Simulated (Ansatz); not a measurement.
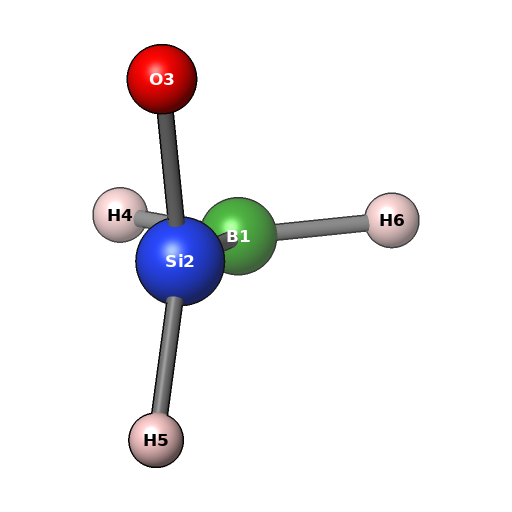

B1 lies behind Si2. The molecule seen a little off the Si2–B1 bond, Si2 in front. Distant atoms are faded towards the background colour. Computed geometry: PBE-D4/def2-SVP optimisation. No frequency run is at hand to confirm it as a minimum.

What is the torsion angle O3–Si2–B1–H4? The sign is positive where the front bond must turn clockwise to cover the back bond.

Answer. −86°, about perpendicular.
